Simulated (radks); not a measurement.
## Run report: Br²⁺, atomic calculation

System: the bromine ion Br²⁺ in the configuration [Ar] 3d10 4s2 4p3 (high spin).
Method: scalar-relativistic Kohn-Sham, PBE, spin-polarised, spherical densities, finite nucleus (the in-house radial solver radks).

## The program's output
```
1s      1   1.0000        -490.31980635
2s      1   1.0000         -64.57446966
2p      1   3.0000         -57.06148263
3s      1   1.0000          -9.63104364
3p      1   3.0000          -7.25825435
3d      1   5.0000          -3.33451402
4s      1   1.0000          -1.58239841
4p      1   3.0000          -1.08175550
5s      1   0.0000          -0.45495182
4d      1   0.0000          -0.45135958
5p      1   0.0000          -0.33535848
4f      1   0.0000          -0.15479183
1s      2   1.0000        -490.31160150
2s      2   1.0000         -64.57017304
2p      2   3.0000         -57.05382616
3s      2   1.0000          -9.62025906
3p      2   3.0000          -7.24599710
3d      2   5.0000          -3.31850083
4s      2   1.0000          -1.46353979
4p      2   0.0000          -0.96233895
5s      2   0.0000          -0.40454221
4d      2   0.0000          -0.36672613
5p      2   0.0000          -0.29366872
4f      2   0.0000          -0.13494702
Etot -2605.182741708119
Ekin 2661.5955648031945
Encl -6253.626711835651
Eh 1078.3294841720176
Exc -91.48107884768027
err 6.073026470996455e-09
it 15
```

## Orbitals

```
orbital  occupation  energy (eV)  ⟨r⟩ (bohr)  outer maximum (bohr)
  1s up           1     −13342.3     0.04275                0.0279
1s down           1     −13342.1     0.04275                0.0279
  2s up           1      −1757.2      0.1895                 0.159
2s down           1      −1757.0      0.1895                 0.159
  2p up           3      −1552.7      0.1654                 0.127
2p down           3      −1552.5      0.1654                 0.127
  3s up           1     −262.074      0.5514                 0.484
3s down           1     −261.781      0.5512                 0.484
  3p up           3     −197.507      0.5641                 0.481
3p down           3     −197.174      0.5636                 0.481
  3d up           5      −90.737      0.5904                 0.431
3d down           5      −90.301      0.5872                 0.431
  4s up           1      −43.059       1.590                  1.40
4s down           1      −39.825       1.588                  1.38
  4p up           3      −29.436       1.841                  1.58
4p down           0      −26.187       1.867                  1.57
  5s up           0      −12.380       3.877                  3.60
  4d up           0      −12.282       2.822                  2.30
```

## Slater integrals of the outer shells (hartree)

| integral | value |
| --- | --- |
| F0(4p,4p) | 0.4897 |
| F2(4p,4p) | 0.2595 |
| F0(4p,4s) | 0.5232 |
| G1(4p,4s) | 0.3514 |
| F0(4p,3d) | 0.6334 |
| F2(4p,3d) | 0.1347 |
| G1(4p,3d) | 0.0461 |
| G3(4p,3d) | 0.0423 |
| F0(4p,3p) | 0.6359 |
| F2(4p,3p) | 0.1280 |
| G0(4p,3p) | 0.0319 |
| G2(4p,3p) | 0.0370 |
| F0(4p,5s) | 0.2845 |
| G1(4p,5s) | 0.0281 |

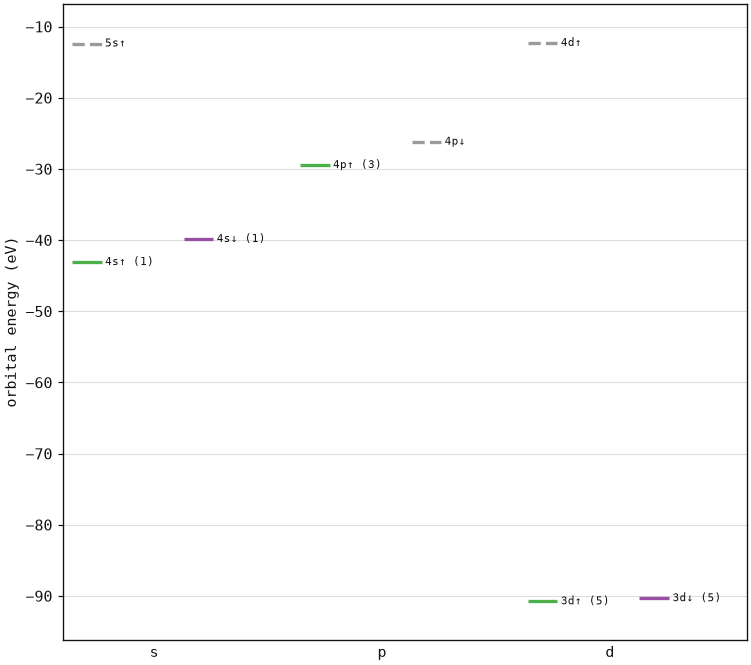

*The outer levels are drawn by angular momentum (occupations in brackets, up spins at the left of each column and down spins at the right, empty levels dashed).*

The highest occupied level is 4p up at −29.4 eV. From the top down the occupied levels run 4p up (−29.4 eV), 4s down (−39.8 eV), 4s up (−43.1 eV), 3d down (−90.3 eV), 3d up (−90.7 eV). The lowest empty level drawn is 4p down at −26.2 eV. The largest exchange splitting (down less up) among the shells drawn in both spins is that of 4p, 3.25 eV. The measured ionisation energy (NIST) is 34.9 eV; minus the highest level, 29.4 eV, lies 16 % below it, as is usual for a semilocal functional, whose potential decays too fast.

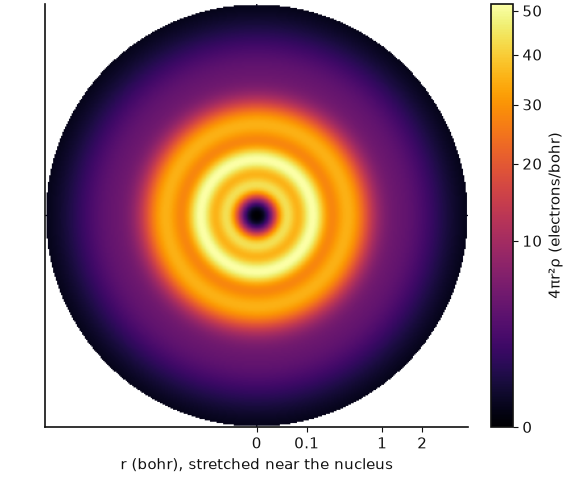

*The radial density 4πr²ρ as a disc about the nucleus, with the radius drawn as r to the power 0.4.*

There are 3 maxima, at r = 0.0299, 0.134 and 0.450 bohr, parted by minima at 0.0624 and 0.285 bohr, inside which lie 2.1 and 11.0 electrons. The configuration has 4 principal shells, so not every shell has a maximum of its own.

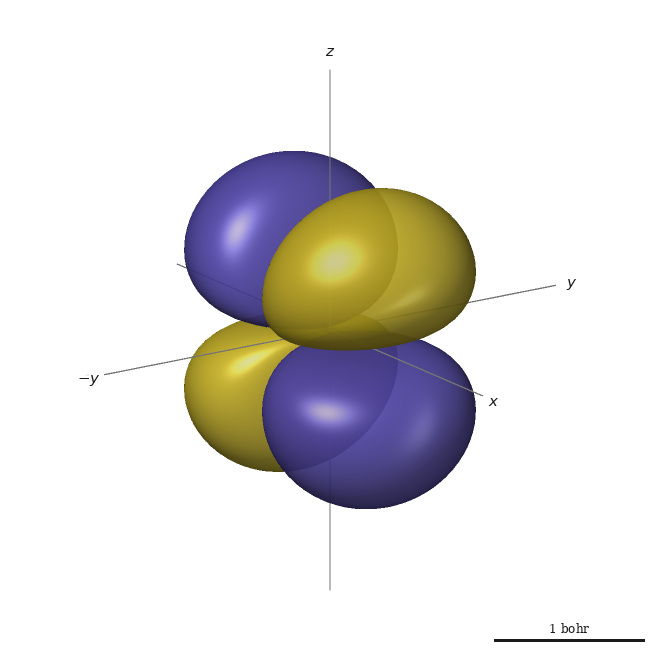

*The 3d(xz) orbital of down spin. The radial function comes from the spherical calculation and is multiplied by a real spherical harmonic; the overall sign is chosen so that the largest lobe of P(r) is positive; at the scalar-relativistic level it is the large component. The surface of constant |ψ| that holds about 95 % of the electron is drawn, yellow where ψ is positive and blue where it is negative.*

It has the nodal planes xy and yz and no radial node. The maximum of P² lies at 0.431 bohr, ⟨r⟩ = 0.587 bohr, 90 % of the charge lies within 0.966 bohr, and the eigenvalue is −90.3 eV, with 5 electrons in the shell for this spin.

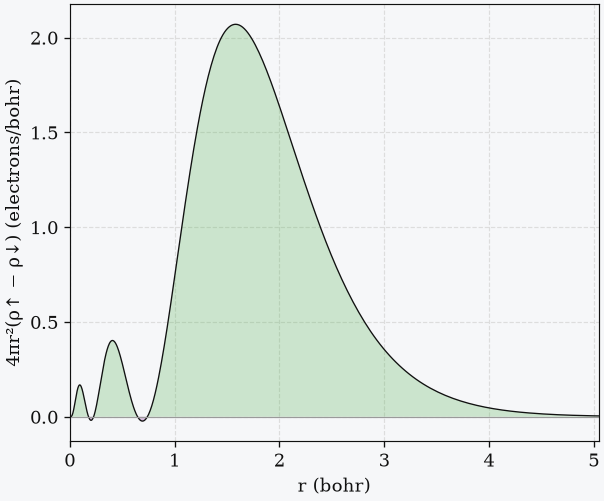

*The radial spin density.*

The curve integrates to 3 unpaired electrons, held by 4p (+3). Its largest value, 2.07 electrons/bohr, lies near r = 1.6 bohr. Regions of the opposite sign hold 0.0020 electrons in all, from the polarisation of filled shells.

## Input
```
Z 35
configuration [Ar] 3d10 4s2 4p3 5s0 4d0 5p0 4f0
relativity scalar-relativistic
functional pbe,pbe
spin polarised
nucleus finite rms 4.1629 fm
c 137.035999084
```

Energies in input and log are in hartree, lengths in bohr (the nuclear radius in fm).

## Results in brief

```tsv
quantity	value
outcome	converged
total energy	−2605.1827 hartree
kinetic energy	2661.5956 hartree
electron–nucleus energy	−6253.6267 hartree
Hartree energy	1078.3295 hartree
exchange–correlation energy	−91.481079 hartree
radius at density 0.001 e/bohr³	3.52 bohr
SCF iterations	15
hardware	1 CPU thread, shared host
```
